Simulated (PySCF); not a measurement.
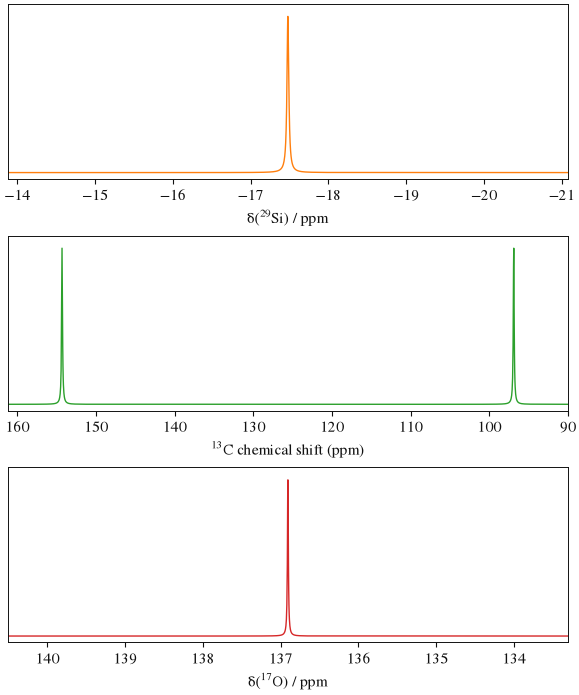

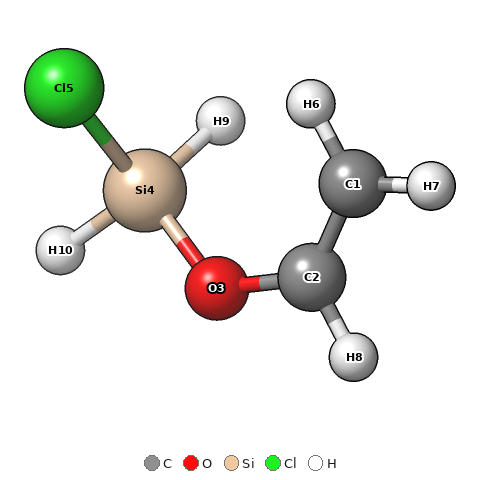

Spectrum and numbered structure of C₂H₅ClOSi, SMILES C=CO[SiH2]Cl. GIAO shifts, PBE0/6-311+G(2d,p), PySCF, at a PBE0-D3(BJ)/def2-SVP geometry (no frequency check), against TMS for ²⁹Si, TMS for ¹³C and H₂O for ¹⁷O computed at the same level (¹⁷O: a single water molecule, while the usual scale starts at liquid water and gives values some tens of ppm lower). Gas phase, fully decoupled, line heights follow the number of nuclei, widths are arbitrary (no quadrupolar broadening); values of one conformer, averaged over nuclei that symmetry or rotation about single bonds exchange, these motions taken as fast; other conformers aren't averaged in.

Where does the ²⁹Si line lie?

At −17.5 ppm (Si4).

Assign the ¹³C signals to the numbered atoms.

| δ (ppm) | nuclei | atoms |
| --- | --- | --- |
| 154.3 | 1 | C2 |
| 96.9 | 1 | C1 |

Where does the ¹⁷O line lie?

At 136.9 ppm (O3).
